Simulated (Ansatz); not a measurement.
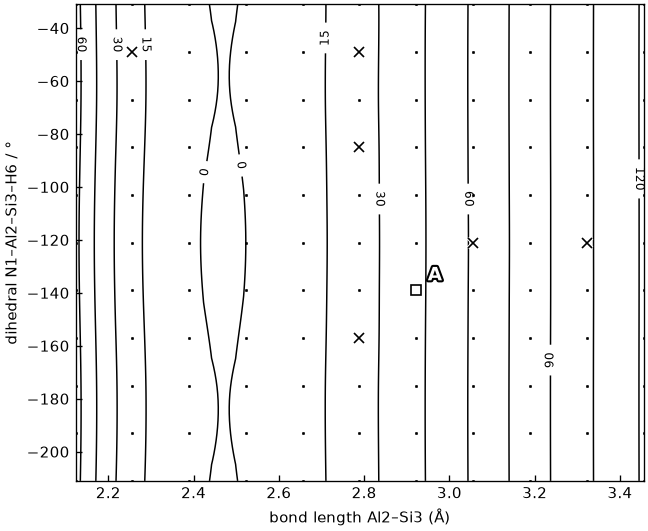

AlH5NSi, SMILES [NH][AlH][SiH3], spin multiplicity 2. Coordinates scanned: (1) bond length Al2–Si3; (2) dihedral N1–Al2–Si3–H6. Nothing is relaxed (all other coordinates rigid). Grid: 11 × 11 points. At 6 points there is no value. Energies are in kJ/mol, from the lowest grid point. Method: UKS PBE-D4/def2-TZVP (Ansatz).

In the figure: contour lines labelled in kJ/mol, crosses at grid points without a value, dots at the grid points, the point A. Between grid points the surface is interpolated.

Which way does the force act at A, and how strong is it?

A, at bond length Al2–Si3 = 2.922 Å, dihedral N1–Al2–Si3–H6 = −139°, is not a stationary point. The computed force is 142 kJ/mol for each Å towards smaller values of bond length Al2–Si3 and nearly zero along dihedral N1–Al2–Si3–H6.
